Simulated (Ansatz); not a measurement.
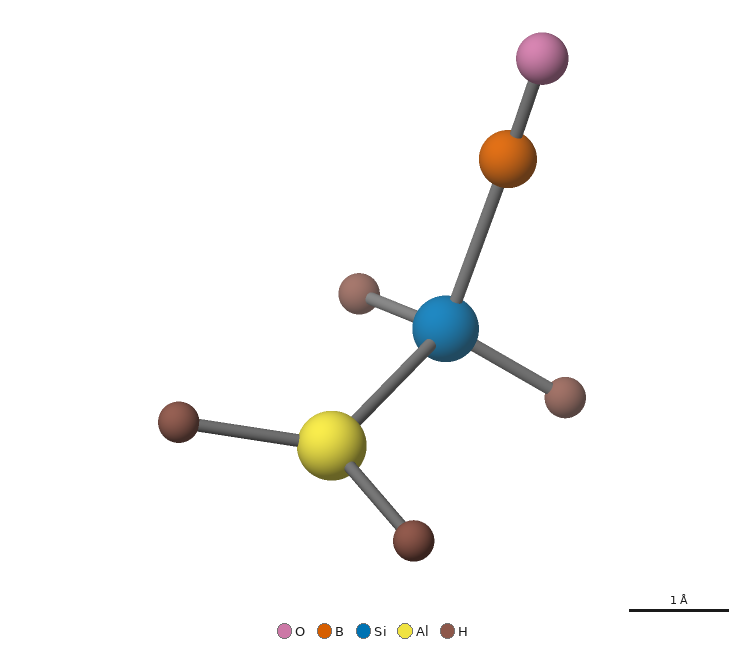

A ball-and-stick model of a molecule.

> Which formula does it have?

AlBH4OSi, 8 atoms: 1 aluminium, 1 boron, 4 hydrogen, 1 oxygen and 1 silicon.

> How many bonds of each kind are drawn?

2 Si–H, 2 Al–H, 1 B–O, 1 B–Si, 1 Al–Si. Sticks follow a distance rule.

> What is the point group of this geometry?

Cs.

> How many atoms are distinct by symmetry?

6: 1 O, 1 B, 1 Si, 1 Al, 2 H, 2 H.

The parts below concern this one geometry. Atoms keep their numbers from picture to picture. Computed geometry: PBE0-D4/def2-TZVP optimisation. No frequency run is at hand to confirm it as a minimum.

### Geometry

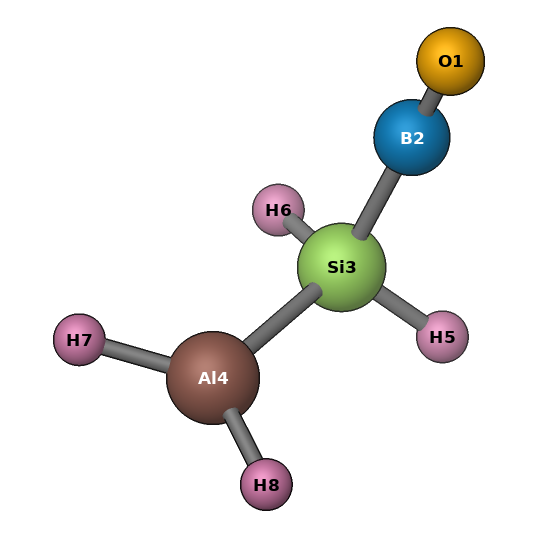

No frequency run is at hand to confirm it as a minimum.

Estimate the angles O1–B2–Si3, B2–Si3–Al4, B2–Si3–H5, Al4–Si3–H5, H5–Si3–H6, Si3–Al4–H7, H7–Al4–H8.

```tsv
angle	degrees
O1–B2–Si3	176.0
B2–Si3–Al4	106.2
B2–Si3–H5	106.2
Al4–Si3–H5	114.3
H5–Si3–H6	109.1
Si3–Al4–H7	119.2
H7–Al4–H8	121.6
```

### Electronic properties

No frequency run is at hand to confirm it as a minimum. Properties computed with RKS PBE0-D4/def2-TZVPP (Ansatz 0.2.0).

What does the calculation give?

- HOMO energy (Kohn–Sham orbital): −8.18 eV
- LUMO energy (Kohn–Sham orbital): −2.59 eV
- HOMO–LUMO gap: 5.59 eV
- dispersion correction: −13.2 kJ/mol

### Dipole moment

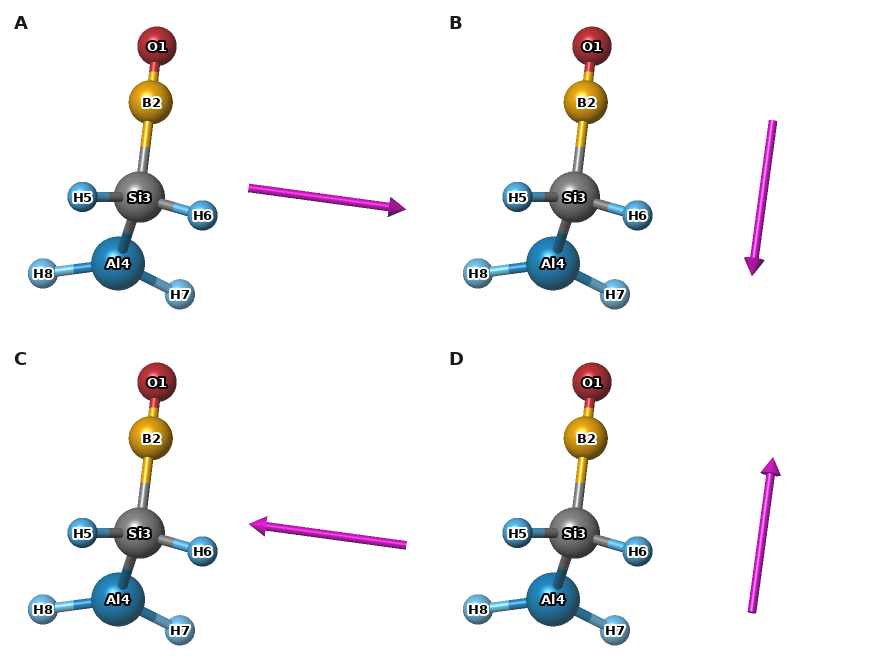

The same molecule four times, each with an arrow. No frequency run is at hand to confirm it as a minimum. Method: RKS PBE0-D4/def2-TZVP (Ansatz 0.2.0).

> Which arrow points along the dipole moment, from the negative to the positive end?

B. The dipole moment is 3.80 D; it points from the side of O1 to the side of H7, H8 (the outermost atoms at the two ends).

### Charges

The questions are on Mulliken charges. No frequency run is at hand to confirm it as a minimum. Method: RKS PBE0-D4/def2-TZVP (Ansatz 0.2.0).

> Which atom carries the highest charge (most positive or least negative)?

Al4 (0.35 e).

> And the lowest?

O1 (−0.17 e).

List the Mulliken charges.

| atom | value (e) |
| --- | --- |
| O1 | −0.17 |
| B2 | 0.04 |
| Si3 | −0.09 |
| Al4 | 0.35 |
| H5 | 0.02 |
| H6 | 0.02 |
| H7 | −0.08 |
| H8 | −0.08 |

Mulliken values depend strongly on the basis set and can even reverse the polarity of a bond.
